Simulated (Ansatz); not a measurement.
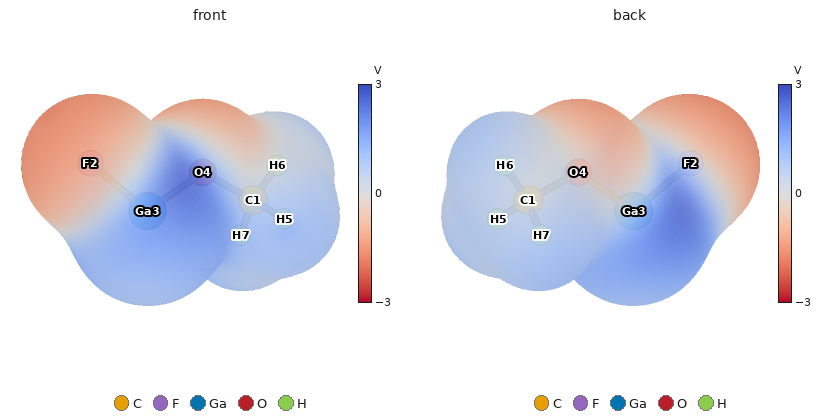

Figure. CH$_{3}$FGaO (SMILES C[O][Ga][F]) (doublet). The molecular electrostatic potential painted on the density surface at 0.002 e/bohr³, seen from the front and from behind; red is negative and blue positive.

Geometry: B3LYP/6-31G*.

Level of theory: Ansatz 0.2.0, isolated molecule in a Gaussian basis; Kohn-Sham density functional theory, functional PBE0.

```xyz
7

C     0.4076   -1.9511   -1.8836
F     2.8709    1.3714   -3.2291
Ga    2.4173   -0.3395   -3.1855
O     0.9777   -0.6711   -2.0991
H     0.0055   -2.3911   -2.8060
H    -0.4244   -1.8168   -1.1817
H     1.1190   -2.6570   -1.4347
```

> Describe the electrostatic potential map.

The most negative region (about −1.6 V, or −37 kcal/mol for a unit charge) lies over F2, the most positive (about +2.4 V, or +55 kcal/mol for a unit charge) over Ga3.

> What dipole moment does the calculation give?

Its dipole moment is 3.34 D.
